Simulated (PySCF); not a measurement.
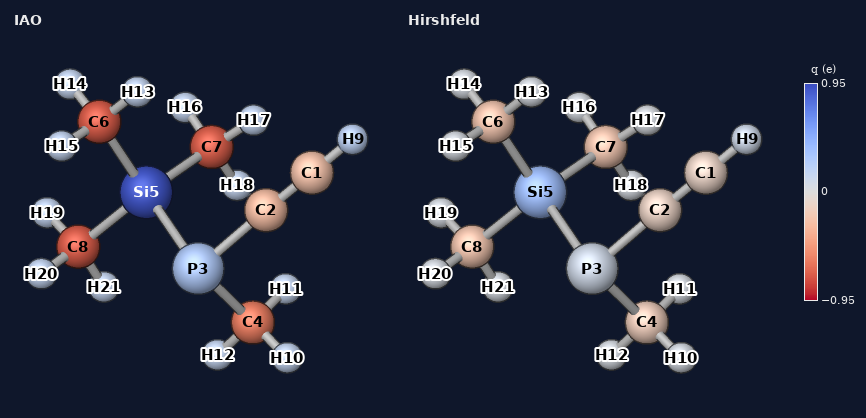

Atomic charges of one calculation by 2 schemes, on one colour scale. The computed structure is the end point of a GFN2-xTB optimisation. No frequency run is at hand to confirm it as a minimum. Level of theory: PBE0/pcSseg-1 (PySCF 2.14.0).

### Which scheme gives the most polar picture (largest mean size of the charges)?

The IAO charges are the largest in size here.

### On which atom do the schemes disagree most?

On Si5 (from 0.36 to 0.90 e).

List the charges (e), one line for each set of equivalent atoms.

```csv
atom,IAO,Hirshfeld
C1,−0.24,−0.11
C2,−0.27,−0.11
P3,0.27,0.09
C4,−0.59,−0.16
Si5,0.90,0.36
C6,−0.71,−0.22
C7,−0.71,−0.21
C8,−0.72,−0.22
H9,0.20,0.09
H10,0.16,0.05
H11,0.15,0.04
H12,0.15,0.04
H13,0.16,0.04
H14,0.15,0.04
H15,0.16,0.04
H16,0.16,0.04
H17,0.16,0.04
H18,0.15,0.04
H19,0.16,0.04
H20,0.16,0.04
H21,0.15,0.04
```

The geometry is semi-empirical. Around P, Si such bond lengths and angles can be off by a tenth of an ångström or more and by several degrees, and values that hang on the shape move with them.
